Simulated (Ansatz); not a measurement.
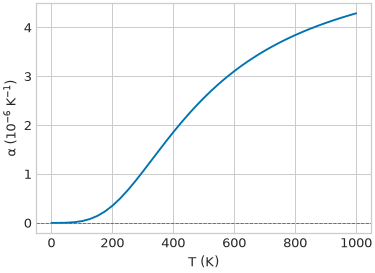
Fig. 1. Linear thermal expansion of C (diamond, Fd-3m) from quasi-harmonic approximation, LDA density-functional theory in Ansatz (plane waves, PAW)

Problem. Read off α at 200 K, and say whether it is negative anywhere.

Solution. About 0.35 × 10⁻⁶ K⁻¹. It is not negative in the range shown.

Ansatz is a first-principles code.
